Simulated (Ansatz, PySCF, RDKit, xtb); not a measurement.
**Isomers of SiSbH3ClF, a sample narrowed down**

Which of a sample of isomers of SiSbH3ClF is the most stable in the gas at 298.15 K, and what are its properties? The sample is small against all isomers, and the most stable one of this formula need not be in it. One structure proposed beforehand is put among the starts (marked given), to see whether the search confirms or beats it.

Plan: many cheap relaxations first (GFN2-xTB), then density-functional screening, relaxation at PBE0-D4/def2-SVP, vibrations and a final energy. The numbers are computed, not measured.

3 further runs of the same task are left out: 3 set aside as unsound or not needed.

## 1. Possible bonding patterns

Isomers were drawn by moving bonds and hydrogen atoms under normal valences; this is a sample, not all of them. O–O, O–halogen and N–halogen bonds and N–N–N chains are not drawn. That gives 4 candidates.

```
label               SMILES     spin
 c298  [F][Sb]([SiH3])[Cl]  singlet
 c429     F[SiH2][SbH][Cl]  singlet
 c502    F[Si@H](Cl)[SbH2]  singlet
 c576     [F][SbH][SiH2]Cl  singlet
```

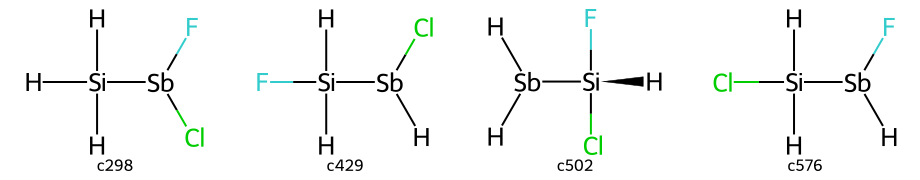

Structural formulas of the candidates.

Candidates are built by distance geometry, with a force field where one applies, in up to four conformers (letters a to d).

## 2. Search with GFN2-xTB

All 6 starts are relaxed the same way. One of them, c429a (drawn by moving bonds, embedded by distance geometry and UFF), in full:

Contents of start.xyz:

```xyz
7
c429a
Cl     1.961635    -0.784163     1.572039
F      0.407094     2.297163     0.422423
Sb     0.095037    -1.169159     0.078960
Si     0.264973     1.179594    -0.812618
H      1.464774     1.263688    -1.714403
H     -0.941304     1.493143    -1.643686
H     -1.118413    -0.611705     1.337891
```

Command:

```
$ xtb start.xyz --gfn 2 --opt
```

The program printed, cut to the lines that bear on the results:

```text
* xtb version 6.7.1
[...]
          :  # basis functions                  37          :
[...]
          :  # electrons                        26          :
[...]
          :  Hamiltonian                  GFN2-xTB          :
[...]
          :  net charge                          0          :
          :  unpaired electrons                  0          :
[...]
   *** convergence criteria satisfied after 16 iterations ***
[...]
   *** GEOMETRY OPTIMIZATION CONVERGED AFTER 123 ITERATIONS ***
[...]
   *** convergence criteria satisfied after 3 iterations ***
[...]
         ::                     SUMMARY                     ::
         :::::::::::::::::::::::::::::::::::::::::::::::::::::
         :: total energy             -14.868394819130 Eh    ::
         :: gradient norm              0.000331601651 Eh/a0 ::
         :: HOMO-LUMO gap              3.375731342361 eV    ::
         ::.................................................::
         :: SCC energy               -14.905232697028 Eh    ::
         :: -> isotropic ES            0.039439771606 Eh    ::
         :: -> anisotropic ES         -0.000155821138 Eh    ::
         :: -> anisotropic XC         -0.000245469944 Eh    ::
         :: -> dispersion             -0.005377329580 Eh    ::
         :: repulsion energy           0.036837877897 Eh    ::
         :: add. restraining           0.000000000000 Eh    ::
         :: total charge              -0.000000000000 e     ::
         :::::::::::::::::::::::::::::::::::::::::::::::::::::
[...]
        13        2.0000           -0.3744962             -10.1906 (HOMO)
        14                         -0.2504404              -6.8148 (LUMO)
[...]
     #   Z          covCN         q      C6AA      α(0)
     1  17 Cl       0.817    -0.275   107.825    15.885
     2   9 F        0.705    -0.286    12.174     4.120
     3  51 Sb       2.672     0.268   365.655    36.429
     4  14 Si       3.467     0.497   102.159    19.644
     5   1 H        0.920    -0.043     3.937     3.103
     6   1 H        0.921    -0.061     4.386     3.275
     7   1 H        0.935    -0.099     5.508     3.669
[...]
     #   Z sym  total        # sym  WBO       # sym  WBO       # sym  WBO
 ---------------------------------------------------------------------------
     1  17 Cl   1.163 --     3 Sb   1.129
     2   9 F    1.180 --     4 Si   1.091
     3  51 Sb   3.075 --     1 Cl   1.129     7 H    0.939     4 Si   0.864
     4  14 Si   3.743 --     2 F    1.091     6 H    0.876     5 H    0.871
                             3 Sb   0.864
     5   1 H    0.998 --     4 Si   0.871
     6   1 H    0.996 --     4 Si   0.876
     7   1 H    0.990 --     3 Sb   0.939
 ---------------------------------------------------------------------------
[...]
molecular dipole:
                 x           y           z       tot (Debye)
 q only:       -0.334       0.058      -0.482
   full:       -0.375      -0.200      -0.354       1.406
molecular quadrupole (traceless):
[...]
          | TOTAL ENERGY              -14.868394819130 Eh   |
          | GRADIENT NORM               0.000331601651 Eh/α |
          | HOMO-LUMO GAP               3.375731342361 eV   |
           -------------------------------------------------
[...]
```

Wall time 0.32 s (2 threads of Intel Xeon 6975P-C (Granite Rapids), shared host).

## 3. Distinct minima at GFN2-xTB

6 of the 6 relaxations converged; 1 ended on a minimum already found. 5 distinct structures remain:

```
label  start         SMILES after     spin  energy (kcal/mol)
c429a  drawn     F[SiH2][SbH][Cl]  singlet                0.0
c298a  given  [F][Sb]([SiH3])[Cl]  singlet                3.3
c576b  drawn     [F][SbH][SiH2]Cl  singlet               12.4
c502a  drawn    F[Si@H](Cl)[SbH2]  singlet               12.7
c576a  drawn     [F][SbH][SiH2]Cl  singlet               15.2
```

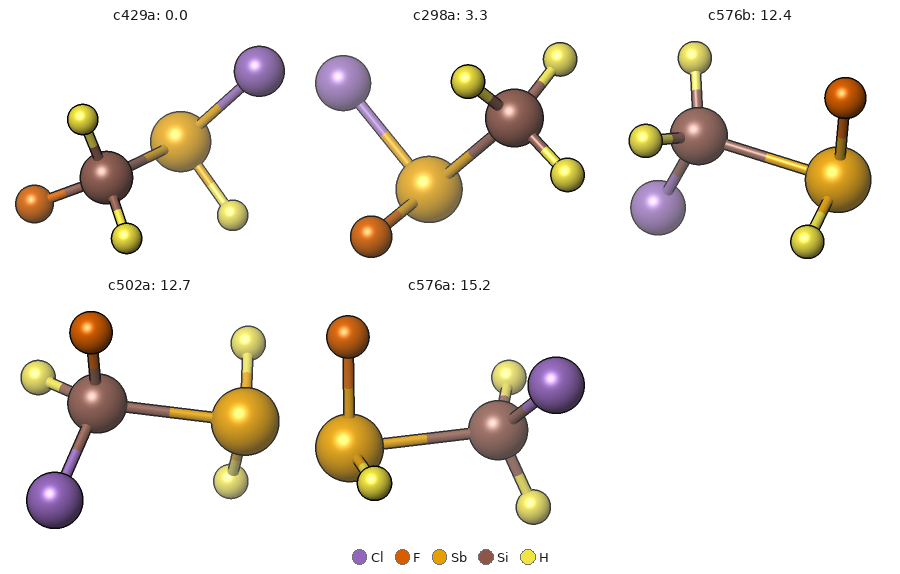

The 5 lowest minima that did not fall apart, with their GFN2-xTB energies in kcal/mol.

## 4. Second filter: single points

A choice of the minima (the low ones first, few conformers of a pattern, up to a cap) and the lowest that fell apart get a single point at r2SCAN-D4/def2-SVP on the tight-binding geometry, and one at HF/STO-3G for comparison. The lowest singlets are also tried as triplets at the same geometry (label ending in t). The first, c298a:

Contents of input.yaml:

```yaml
crystal:
  periodic: [false, false, false]
  atoms:
    - {symbol: Cl, position_ang: [0.453287, -1.478490, 2.274552]}
    - {symbol: F, position_ang: [-1.295733, -1.984211, -0.395484]}
    - {symbol: Sb, position_ang: [-1.305218, -0.517038, 1.019714]}
    - {symbol: Si, position_ang: [0.338043, 0.776297, -0.525133]}
    - {symbol: H, position_ang: [1.420947, -0.071126, -1.008350]}
    - {symbol: H, position_ang: [0.880736, 1.899606, 0.239233]}
    - {symbol: H, position_ang: [-0.430762, 1.306863, -1.650332]}
basis:
  gaussian: {orbitals: def2-SVP}
scf: {lower_state_search: "off"}
hamiltonian: {xc: r2scan, dispersion: d4}
output: {orbitals: {seedname: orbitals}}
```

Command:

```
$ ansatz run input.yaml --threads 2 --pin off --max-ram 5220MiB --events-out events.jsonl --progress --plain --runs-dir runs
```

The program printed, cut to the lines that bear on the results:

```text
Warning: RAYON_NUM_THREADS=2 ignored (pool sized by the plan → 2); use --threads N
Functional definition: r2SCAN
  name "r2SCAN"
[...]
1029 factors; their error is unknown
[...]
mean field -29696.23565167 eV, -1091.3165313676 hartree, gradient 2.3e-6 eV, S^2 0.000000; 0 other end points of the search recorded, 0 dependent functions left out
reference -29696.23566069 eV, -1091.3165316988 hartree; 33, 33 occupied and 58, 58 virtual orbitals, 1029 factors
Total energy: -29696.28042235 eV, -1091.3181766596 hartree
Checks for a lower state left out: stability, starts, cluster_reference, orbital_swaps, neighbouring_geometries, increment
```

Run time: 0.88 s. Hardware: 2 threads of Intel Xeon 6975P-C (Granite Rapids), shared host.

Relative energies in kcal/mol, each column from its lowest structure that stays in one piece:

```
 label               SMILES     spin  GFN2-xTB  HF/STO-3G  r2SCAN-D4/def2-SVP
 c502a    F[Si@H](Cl)[SbH2]  singlet      12.7        0.0                 0.0
 c429a     F[SiH2][SbH][Cl]  singlet       0.0        1.1                13.0
 c298a  [F][Sb]([SiH3])[Cl]  singlet       3.3       15.7                29.1
 c576b     [F][SbH][SiH2]Cl  singlet      12.4       20.3                29.3
 c576a     [F][SbH][SiH2]Cl  singlet      15.2       20.1                30.1
c429at     F[SiH2][SbH][Cl]  triplet         –          –                90.8
c298at  [F][Sb]([SiH3])[Cl]  triplet         –          –               103.9
c502at    F[Si@H](Cl)[SbH2]  triplet         –          –               105.8
```

## 5. Refinement at PBE0-D4/def2-SVP

3 candidates are relaxed at PBE0-D4/def2-SVP (chosen among the lowest in one piece). The first, c298a:

Edit input.yaml of step 4 so:

```diff
@@ -1 +1,4 @@
+basis:
+  gaussian:
+    orbitals: def2-SVP
 crystal:
@@ -10,6 +13,8 @@
     - {symbol: H, position_ang: [-0.430762, 1.306863, -1.650332]}
-basis:
-  gaussian: {orbitals: def2-SVP}
-scf: {lower_state_search: "off"}
-hamiltonian: {xc: r2scan, dispersion: d4}
-output: {orbitals: {seedname: orbitals}}
+hamiltonian:
+  xc: {name: PBE0}
+  dispersion: d4
+scf:
+  lower_state_search: "off"
+relax:
+  f_tol: 0.003
```

Command:

```
$ ansatz run input.yaml --threads 2 --pin off --max-ram 5220MiB --events-out events.jsonl --progress --plain --runs-dir runs
```

The program printed, cut to the lines that bear on the results:

```text
Warning: RAYON_NUM_THREADS=2 ignored (pool sized by the plan → 2); use --threads N
[...]
Functional definition: PBE0
  name "PBE0"
[...]
1011 factors; integrals over basis functions are off by at most 2.8e-4 eV
[...]
mean field -29686.36989398 eV, -1090.9539714597 hartree, gradient 6.9e-7 eV, S^2 0.000000; 0 other end points of the search recorded, 0 dependent functions left out
[...]
reference -29686.36991847 eV, -1090.9539723593 hartree; 33, 33 occupied and 58, 58 virtual orbitals, 1011 factors
relax step   1: F+E_penalty+E_count = -29686.54229998 eV  Δ(F+E_penalty+E_count) = +0.000e0 eV  max|allowed force component| = 1.358e0 eV/Å  Δτ_max = 0.0000 Å  (16 SCF iters, accepted)
[...]
relax step   4: F+E_penalty+E_count = -29686.68070251 eV  Δ(F+E_penalty+E_count) = -1.049e-3 eV  max|allowed force component| = 3.500e-2 eV/Å  Δτ_max = 0.0082 Å  (14 SCF iters, accepted)
[...]
relax step  13: F+E_penalty+E_count = -29686.68307665 eV  Δ(F+E_penalty+E_count) = -2.333e-6 eV  max|allowed force component| = 2.012e-3 eV/Å  Δτ_max = 0.0019 Å  (13 SCF iters, accepted)
Total energy: -29686.68310133 eV, -1090.9654816173 hartree
Atom 0 at     0.521375    -1.376548     2.249570 Å, force    -0.000138     0.000472    -0.000141 eV/Å
Atom 1 at    -1.353582    -2.016778    -0.370988 Å, force    -0.000199     0.000183    -0.000245 eV/Å
Atom 2 at    -1.316369    -0.592181     0.953423 Å, force    -0.000435    -0.001027     0.000808 eV/Å
Atom 3 at     0.324399     0.789673    -0.519580 Å, force     0.001442     0.002012     0.000302 eV/Å
Atom 4 at     1.395250    -0.138074    -0.979708 Å, force    -0.000450     0.000602     0.000132 eV/Å
Atom 5 at     0.895224     1.894301     0.308942 Å, force    -0.000616    -0.001789    -0.001263 eV/Å
Atom 6 at    -0.404997     1.371507    -1.687460 Å, force     0.000396    -0.000454     0.000407 eV/Å
Dipole moment:    -0.290108     0.564543     0.022928 e Å
Checks for a lower state left out: stability, starts, cluster_reference, orbital_swaps, neighbouring_geometries, increment
```

Run time: 15 s. Hardware: 2 threads of Intel Xeon 6975P-C (Granite Rapids), shared host.

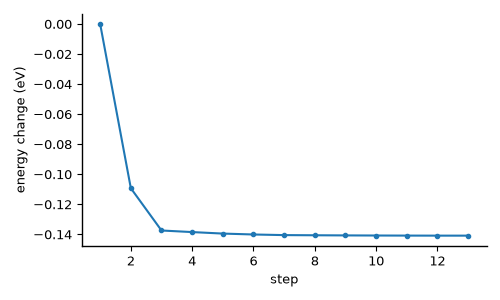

Energy along the run, all evaluated steps.

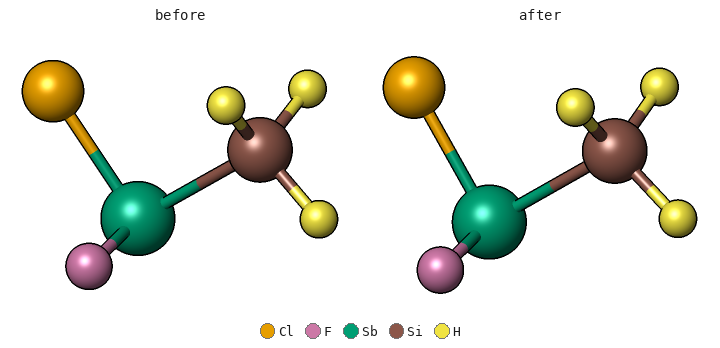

Before and after, at one scale.

After the run. Bond lengths: Cl1–Sb3 2.382 Å, F2–Sb3 1.945 Å, Sb3–Si4 2.602 Å, Si4–H5 1.490 Å, Si4–H6 1.494 Å, Si4–H7 1.495 Å. Angles: Cl1–Sb3–F2 98.3°, Cl1–Sb3–Si4 89.8°, F2–Sb3–Si4 90.9°, Sb3–Si4–H5 107.3°, Sb3–Si4–H6 108.6°, Sb3–Si4–H7 110.0°, H5–Si4–H6 110.9°, H5–Si4–H7 110.6°, H6–Si4–H7 109.4°.

## 6. Ranking at PBE0-D4/def2-SVP

```
label     spin  r2SCAN-D4/def2-SVP (kcal/mol)  PBE0-D4/def2-SVP, relaxed (kcal/mol)  time
c502a  singlet                            0.0                                   0.0  20 s
c429a  singlet                           13.0                                  12.0  17 s
c298a  singlet                           29.1                                  30.5  15 s
```

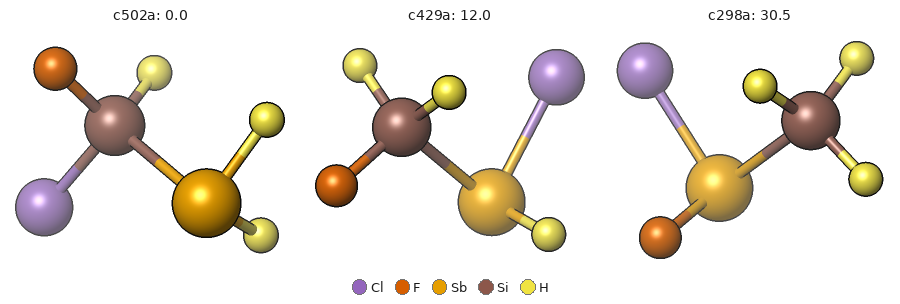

The relaxed structures, with energies at PBE0-D4/def2-SVP in kcal/mol.

## 7. Harmonic analysis of the finalists

The lowest few in one piece go on as finalists. Harmonic vibrations at PBE0-D4/def2-SVP test each finalist and give the zero-point energy and the thermal terms. The first, c298a:

Contents of input.yaml:

```yaml
basis:
  gaussian:
    orbitals: def2-SVP
crystal:
  periodic: [false, false, false]
  atoms:
    - {symbol: Cl, position_ang: [0.521375, -1.376548, 2.249570]}
    - {symbol: F, position_ang: [-1.353582, -2.016778, -0.370988]}
    - {symbol: Sb, position_ang: [-1.316369, -0.592181, 0.953423]}
    - {symbol: Si, position_ang: [0.324399, 0.789673, -0.519580]}
    - {symbol: H, position_ang: [1.395250, -0.138074, -0.979708]}
    - {symbol: H, position_ang: [0.895224, 1.894301, 0.308942]}
    - {symbol: H, position_ang: [-0.404997, 1.371507, -1.687460]}
total_charge: 0
hamiltonian:
  xc: {name: PBE0}
  dispersion: d4
scf:
  lower_state_search: off
phonons: {}
```

Command:

```
$ ansatz run input.yaml --threads 2 --pin off --max-ram 5220MiB --events-out events.jsonl --progress --plain --runs-dir runs
```

The program printed, cut to the lines that bear on the results:

```text
Warning: RAYON_NUM_THREADS=2 ignored (pool sized by the plan → 2); use --threads N
[... 2 set-up lines as earlier in the session ...]
[...]
1015 factors; integrals over basis functions are off by at most 2.3e-4 eV
[...]
mean field -29686.51000973 eV, -1090.9591206185 hartree, gradient 3.0e-6 eV, S^2 0.000000; 0 other end points of the search recorded, 0 dependent functions left out
[...]
reference -29686.51003437 eV, -1090.9591215239 hartree; 33, 33 occupied and 58, 58 virtual orbitals, 1015 factors
[...]
1015 factors; integrals over basis functions are off by at most 2.3e-4 eV
mean field -29686.50999358 eV, -1090.9591200249 hartree, gradient 2.1e-6 eV, S^2 0.000000; 0 other end points of the search recorded, 0 dependent functions left out
[...]
reference -29686.51001822 eV, -1090.9591209303 hartree; 33, 33 occupied and 58, 58 virtual orbitals, 1015 factors
[...]
Total energy: -29686.68310217 eV, -1090.9654816481 hartree
Atom 0 at     0.521375    -1.376548     2.249570 Å, force    -0.000057     0.000552    -0.000207 eV/Å
Atom 1 at    -1.353582    -2.016778    -0.370988 Å, force     0.000228     0.000592    -0.000591 eV/Å
Atom 2 at    -1.316369    -0.592181     0.953423 Å, force    -0.001090    -0.001178     0.001502 eV/Å
Atom 3 at     0.324399     0.789673    -0.519580 Å, force     0.001499     0.001704     0.000117 eV/Å
Atom 4 at     1.395250    -0.138074    -0.979708 Å, force    -0.000437     0.000601     0.000108 eV/Å
Atom 5 at     0.895224     1.894301     0.308942 Å, force    -0.000549    -0.001785    -0.001339 eV/Å
Atom 6 at    -0.404997     1.371507    -1.687460 Å, force     0.000407    -0.000486     0.000410 eV/Å
Dipole moment:    -0.290109     0.564541     0.022927 e Å
Vibrations: 85.07 120.17 124.31 162.05 305.97 367.70 477.60 485.17 622.50 839.42 920.86 927.59 2223.35 2239.72 2264.16 cm⁻¹, zero-point energy 0.754174 eV
Checks for a lower state left out: stability, starts, cluster_reference, orbital_swaps, neighbouring_geometries, increment
```

Run time: 41 s. Hardware: 2 threads of Intel Xeon 6975P-C (Granite Rapids), shared host.

## 8. Thermal terms of the finalists

At 298.15 K and 1 atm, ideal gas, rigid rotor and harmonic oscillator:

```
label               SMILES     spin  point group  lowest mode (cm⁻¹)  zero-point (kcal/mol)  G − E (kcal/mol)
c502a    F[Si@H](Cl)[SbH2]  singlet           C1                  94                   17.3              -4.0
c429a     F[SiH2][SbH][Cl]  singlet           C1                  66                   17.9              -3.5
c298a  [F][Sb]([SiH3])[Cl]  singlet           C1                  85                   17.4              -4.0
```

Chiral structures get −RT ln 2 for their mirror image.

## 9. Energies at the top level

Each finalist gets a single point at CCSD(T)/def2-SVP + MP2/def2-TZVPP - MP2/def2-SVP.

c502a, CCSD(T)/def2-SVP:

Contents of input.yaml:

```yaml
crystal:
  periodic: [false, false, false]
  atoms:
    - symbol: Cl
      position_ang: [2.368326, 4.114621, 0.556842]
    - symbol: F
      position_ang: [1.488372, 1.314345, 1.116435]
    - symbol: Sb
      position_ang: [-0.926039, 3.479039, 2.264792]
    - symbol: Si
      position_ang: [0.855227, 2.712304, 0.586357]
    - symbol: H
      position_ang: [0.416429, 2.488741, -0.817175]
    - symbol: H
      position_ang: [-1.385400, 4.699281, 1.148441]
    - symbol: H
      position_ang: [-2.049499, 2.379738, 1.572897]
basis:
  gaussian: {orbitals: def2-SVP}
correlation: {method: ccsd_t, frozen_orbitals: {Si: 5, Cl: 5, F: 1, H: 0, Sb: 4}}
magnetization: {spin_polarized: false}
```

Command:

```
$ ansatz run input.yaml --threads 2 --pin off --max-ram 5220MiB --events-out events.jsonl --progress --plain --runs-dir runs
```

The program printed, cut to the lines that bear on the results:

```text
Warning: RAYON_NUM_THREADS=2 ignored (pool sized by the plan → 2); use --threads N
Functional definition: HF
  name "HF"
[...]
939 factors; integrals over basis functions are off by at most 1.0e-3 eV
[...]
mean field -29623.78692985 eV, -1088.6540899481 hartree, gradient 4.5e-6 eV, S^2 0.000000; 0 other end points of the search recorded, 0 dependent functions left out
15 core orbitals not correlated: weight in the atoms' cores, before any rotation towards them, 1.000 or more for the frozen orbitals, at most 0.000 for the correlated occupied ones
reference -29623.78692985 eV, -1088.6540899481 hartree; 18, 18 occupied and 58, 58 virtual orbitals, 939 factors
second order -14.47864561 eV of doubles, -0.00000000 eV of singles
cycle   1  -15.18600766 eV  change   -7.1e-1 eV  update   9.6e-2
[...]
cycle   9  -15.66877275 eV  change   -2.3e-5 eV  update   1.8e-5
perturbative correction -0.35142461 eV, -0.0129146164 hartree
Total energy: -29639.80712722 eV, -1089.2428213423 hartree
```

It took 3.3 s on 2 threads of Intel Xeon 6975P-C (Granite Rapids), shared host.

## 10. c502a at MP2/def2-TZVPP

Contents of input.yaml:

```yaml
crystal:
  periodic: [false, false, false]
  atoms:
    - {symbol: Cl, position_ang: [2.368326, 4.114621, 0.556842]}
    - {symbol: F, position_ang: [1.488372, 1.314345, 1.116435]}
    - {symbol: Sb, position_ang: [-0.926039, 3.479039, 2.264792]}
    - {symbol: Si, position_ang: [0.855227, 2.712304, 0.586357]}
    - {symbol: H, position_ang: [0.416429, 2.488741, -0.817175]}
    - {symbol: H, position_ang: [-1.385400, 4.699281, 1.148441]}
    - {symbol: H, position_ang: [-2.049499, 2.379738, 1.572897]}
basis:
  gaussian:
    orbitals: def2-TZVPP
correlation:
  method: mp2
  frozen_orbitals: {Si: 5, Cl: 5, F: 1, H: 0, Sb: 4}
```

Command:

```
$ ansatz run input.yaml --threads 2 --pin off --max-ram 5220MiB --events-out events.jsonl --progress --plain --runs-dir runs
```

The program printed:

```text
Warning: RAYON_NUM_THREADS=2 ignored (pool sized by the plan → 2); use --threads N
[... 2 set-up lines as earlier in the session ...]
  exchange = exact_x
  correlation = 0
1388 factors; integrals over basis functions are off by at most 7.1e-4 eV
mean field evaluation 1: about -29632.5022 eV, gradient 2.9e1 eV
mean field evaluation 2: about -29632.7495 eV, gradient 3.0e1 eV
mean field evaluation 4: about -29634.8400 eV, gradient 2.6e0 eV
mean field evaluation 8: about -29634.8938 eV, gradient 2.4e-1 eV
mean field evaluation 16: about -29634.8942 eV, gradient 2.2e-6 eV
mean field -29634.89418665 eV, -1089.0622741067 hartree, gradient 2.2e-6 eV, S^2 0.000000; 0 other end points of the search recorded, 0 dependent functions left out
15 core orbitals not correlated: weight in the atoms' cores, before any rotation towards them, 1.000 or more for the frozen orbitals, at most 0.000 for the correlated occupied ones
reference -29634.89418665 eV, -1089.0622741067 hartree; 18, 18 occupied and 174, 174 virtual orbitals, 1388 factors
second order -24.82692669 eV of doubles, -0.00000000 eV of singles
Total energy: -29659.72111334 eV, -1089.9746468343 hartree
```

It took 2.9 s on 2 threads of Intel Xeon 6975P-C (Granite Rapids), shared host.

## 11. c298a at CCSD(T)/def2-SVP

Contents of input.yaml:

```yaml
basis:
  gaussian:
    orbitals: def2-SVP
crystal:
  periodic: [false, false, false]
  atoms:
    - {symbol: Cl, position_ang: [0.521375, -1.376548, 2.249570]}
    - {symbol: F, position_ang: [-1.353582, -2.016778, -0.370988]}
    - {symbol: Sb, position_ang: [-1.316369, -0.592181, 0.953423]}
    - {symbol: Si, position_ang: [0.324399, 0.789673, -0.519580]}
    - {symbol: H, position_ang: [1.395250, -0.138074, -0.979708]}
    - {symbol: H, position_ang: [0.895224, 1.894301, 0.308942]}
    - {symbol: H, position_ang: [-0.404997, 1.371507, -1.687460]}
correlation:
  method: ccsd_t
  frozen_orbitals: {Si: 5, Cl: 5, F: 1, H: 0, Sb: 4}
```

Command:

```
$ ansatz run input.yaml --threads 2 --pin off --max-ram 5220MiB --events-out events.jsonl --progress --plain --runs-dir runs
```

The program printed, cut to the lines that bear on the results:

```text
Warning: RAYON_NUM_THREADS=2 ignored (pool sized by the plan → 2); use --threads N
[... 2 set-up lines as earlier in the session ...]
[...]
940 factors; integrals over basis functions are off by at most 1.2e-3 eV
[...]
mean field -29622.39760326 eV, -1088.6030331375 hartree, gradient 8.0e-6 eV, S^2 0.000000; 0 other end points of the search recorded, 0 dependent functions left out
15 core orbitals not correlated: weight in the atoms' cores, before any rotation towards them, 1.000 or more for the frozen orbitals, at most 0.000 for the correlated occupied ones
reference -29622.39760326 eV, -1088.6030331375 hartree; 18, 18 occupied and 58, 58 virtual orbitals, 940 factors
second order -14.43251890 eV of doubles, -0.00000000 eV of singles
cycle   1  -15.12231265 eV  change   -6.9e-1 eV  update   1.1e-1
[...]
cycle   9  -15.65680458 eV  change   -3.8e-5 eV  update   4.1e-5
perturbative correction -0.37301894 eV, -0.0137081933 hartree
Total energy: -29638.42742678 eV, -1089.1921182863 hartree
```

Wall time 3.6 s (2 threads of Intel Xeon 6975P-C (Granite Rapids), shared host).

[end of part 1 of 2]
